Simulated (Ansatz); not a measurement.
Input

```
crystal:
  periodic: [false, false, false]
  atoms:
    - {symbol: C, position_ang: [0.000000, 0.000000, -0.201334]}
    - {symbol: Si, position_ang: [0.000000, 0.000000, 1.488715]}
    - {symbol: H, position_ang: [0.000000, 0.000000, -1.287382]}
basis:
  gaussian:
    orbitals: def2-TZVPD
magnetization:
  spin_polarized: true
  initial_magnetization: 1
hamiltonian:
  xc: {name: PBE0}
output: {forces: true, orbitals: {seedname: orbitals}}
```

Run with:

```sh
ansatz run input.yaml --threads 1 --pin off --max-ram 2610MiB --events-out events.jsonl --progress --plain --runs-dir runs
```

Geometry: PBE0-D3(BJ)/pcseg-1.

The calculation used isolated molecule in a Gaussian basis; Kohn-Sham density functional theory, functional PBE0 in Ansatz 0.2.0.

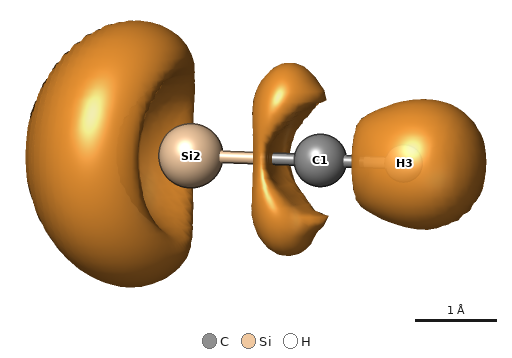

CHSi (SMILES C#[Si]) (doublet). Isosurface of the ELF at 0.85 (orange), seen from one side. Core shells and regions of very low density are left out.

Identify the bonds, lone pairs and shells in this picture.

The surface consists of one region between bonded C–Si atoms (shared pairs), one region around a hydrogen nucleus and one lobe on Si, pointing away from the bonds (non-bonding electrons). Profiles from the grid: C–Si (1.69 Å): the ELF peaks at about 0.90 between the atoms; localised, covalent bonding. C–H (1.09 Å): the ELF climbs to about 1 towards the hydrogen, as it does in any bond to H; an ordinary covalent bond to hydrogen.
